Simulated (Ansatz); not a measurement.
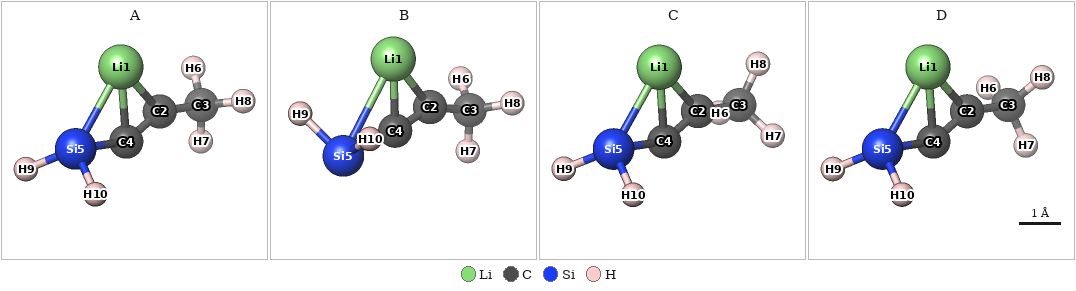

4 geometries from a converged minimum-energy path of C₃H₅LiSi, shuffled. Style: ball-and-stick. Shown from a free direction.

These are results of Ansatz 0.2.0, RKS PBE-D4/STO-3G, not measurements. Run with 7 movable images; climbing image; force threshold 0.05 eV/Å; iteration limit 60; starting path through a guess of the saddle point.

Which of them lies highest in energy?

B. In order along the path, whose images run from 0 to 8: C (image 2, +0.1 kcal/mol), D (image 3, 0.0 kcal/mol), B (image 5, +22.8 kcal/mol), A (image 8, 0.0 kcal/mol). The motion is an edge inversion through a T-shaped arrangement: the angle C2–C4–Si5 opens from 149° to 172° on the way. No bond forms or breaks between the ends. Bond angles that change up to the highest image, for instance: Li1–Si5–H9 127.0° → 72.0°, C2–C4–Si5 149.0° → 172.3°.

Limits of the set-up: STO-3G is a minimal basis, so the numbers are rough.

Cost: 8.9 min on 1 thread of Intel(R) Xeon(R) Platinum 8175M CPU @ 2.50GHz (Skylake/Cascade Lake), on a shared host, peak memory 0.12 GiB.
